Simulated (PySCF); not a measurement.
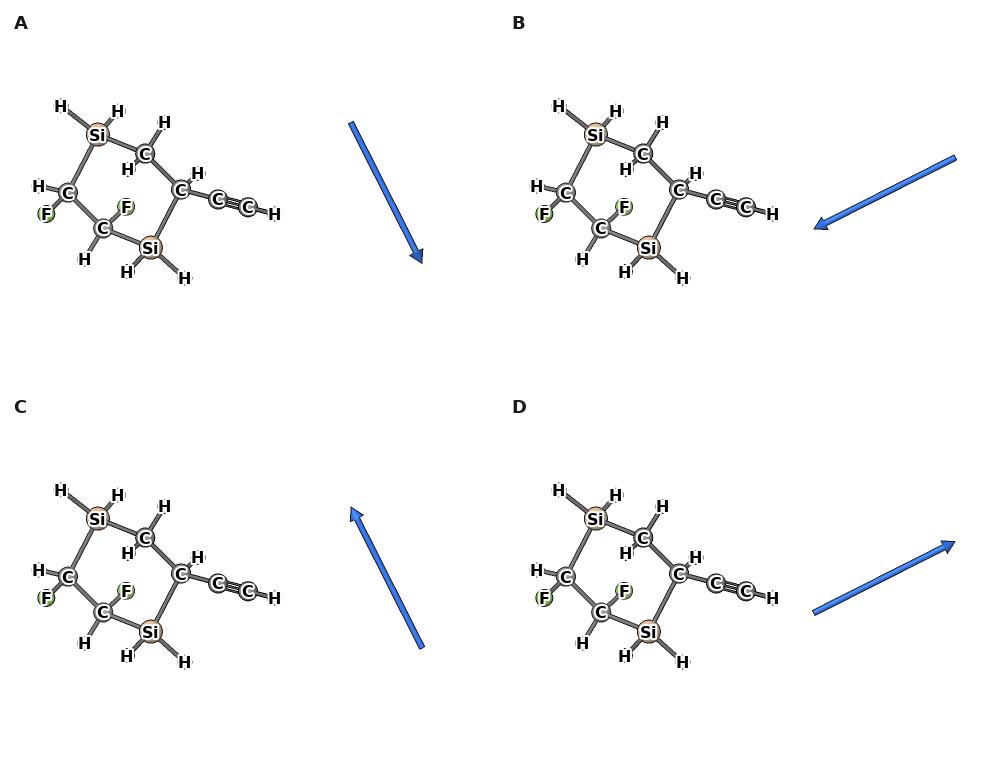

The same molecule four times, each with an arrow. Computed geometry: GFN2-xTB optimisation. No frequency run is at hand to confirm it as a minimum. Method: PBE0/pcSseg-1, gas phase (PySCF 2.14.0).

Which arrow points along the dipole moment, from the negative to the positive end?

C. The dipole moment is 0.34 D.

The geometry is semi-empirical. Around Si such bond lengths and angles can be off by a tenth of an ångström or more and by several degrees, and values that hang on the shape move with them.
